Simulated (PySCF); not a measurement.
# C₃H₉AlF₃N: what the fields show

```yaml
atoms:
  - { symbol: C, position_ang: [-1.1540, -0.9326, 1.1042] }
  - { symbol: C, position_ang: [-0.7942, 0.3469, 0.3317] }
  - { symbol: Al, position_ang: [0.8932, 0.0028, -0.8302] }
  - { symbol: N, position_ang: [2.3379, 0.4628, 0.5326] }
  - { symbol: C, position_ang: [-1.5579, 0.3849, -0.9462] }
  - { symbol: F, position_ang: [-0.9202, -0.4381, -1.8704] }
  - { symbol: F, position_ang: [-2.8344, -0.0354, -0.9546] }
  - { symbol: F, position_ang: [-1.5602, 1.5902, -1.5237] }
  - { symbol: H, position_ang: [-2.2303, -1.0447, 1.2361] }
  - { symbol: H, position_ang: [-0.6869, -0.9124, 2.0866] }
  - { symbol: H, position_ang: [-0.7812, -1.8065, 0.5639] }
  - { symbol: H, position_ang: [-1.1119, 1.2217, 0.9079] }
  - { symbol: H, position_ang: [1.2536, -1.5106, -0.9669] }
  - { symbol: H, position_ang: [1.2704, 1.0817, -1.8863] }
  - { symbol: H, position_ang: [3.1944, 0.2238, 0.0434] }
  - { symbol: H, position_ang: [2.3709, 1.4529, 0.7667] }
  - { symbol: H, position_ang: [2.3038, -0.0755, 1.3953] }
```

Geometry: GFN2-xTB.

Method: PBE0/pcSseg-1, SCF density, gas phase, non-relativistic in PySCF.

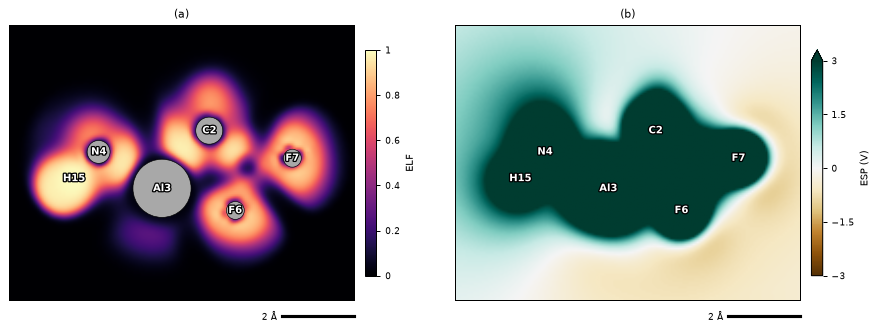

Figure 1. (a) electron localisation function; (b) molecular electrostatic potential on the plane of atoms C2, Al3 and N4. Grey discs cover the atomic cores in the ELF map.

**Interpret the plot.**

- The section cuts through C, Al, N, F and H sites.
- Al–N (2.04 Å): the ELF peaks at about 0.95 in the valence shell of N, 0.7 Å from its nucleus, and is about 0.70 at the midpoint.
- C–Al (2.08 Å): the ELF peaks at about 0.95 between the atoms; a polar covalent bond.
- Al–F (2.14 Å): the ELF is about 0.20 at the midpoint.
- N–H (1.01 Å): the ELF climbs to about 1 towards the hydrogen, as it does in any bond to H (a covalent bond by its length).
- The ELF also peaks beside F6 and F7, away from the bonds: lone-pair regions.
- Outside the dense part of the molecule the potential is most negative (−1.0 V) near F7.

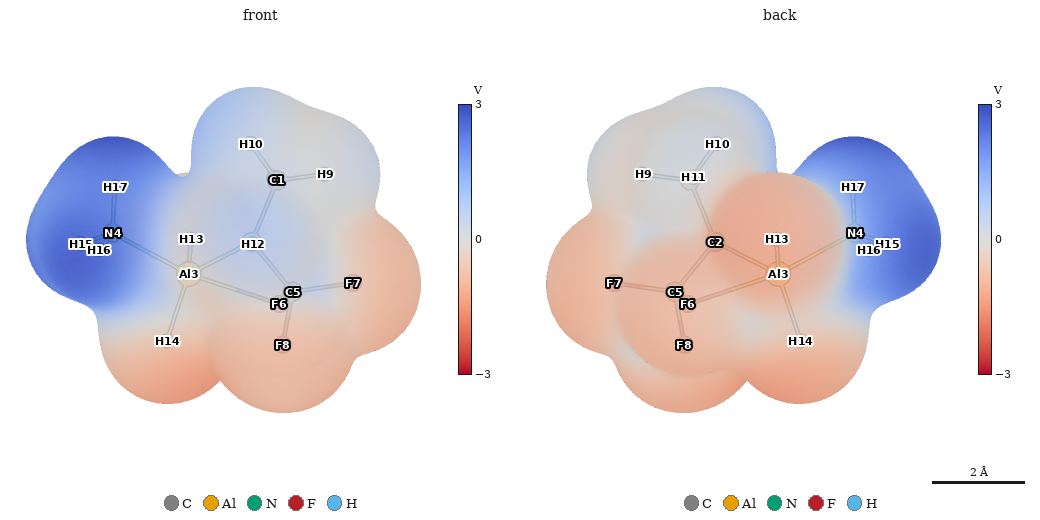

Figure 2. The electrostatic potential painted on the density surface at 0.002 e/bohr³, seen from the front and from behind; the colour scale runs from red (negative) to blue (positive).

**Describe the electrostatic potential map.**

The most negative region (about −1.3 V) lies over F8 and H14, the most positive (about +2.7 V) over H16 and H17.

**What dipole moment does the calculation give?**

Its dipole moment is 6.55 D.
